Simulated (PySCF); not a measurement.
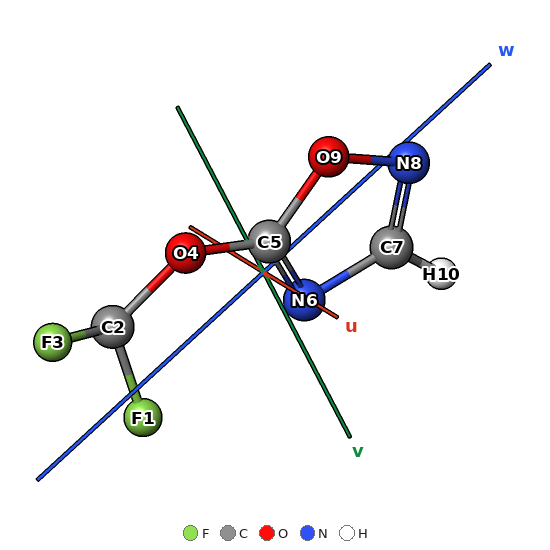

The lines u, v and w are the principal axes of the g tensor. The species is neutral and a spin doublet. The geometry was computed by an optimisation with GFN2-xTB. No frequency run is at hand to confirm it as a minimum. Properties computed with UKS B3LYP, pcH-1 on C F H N O, non-relativistic, mean-field spin-orbit, GIAO (PySCF 2.14.0).

Question. Along which axis does g lie farthest from the free-electron value?

Answer. Along w (close to the long direction F3···N8): the shift is 2082 ppm.

Give the principal values and shifts.

```csv
axis,g,shift (ppm)
u,2.00183,−488
v,2.00365,1333
w,2.00440,2082
```
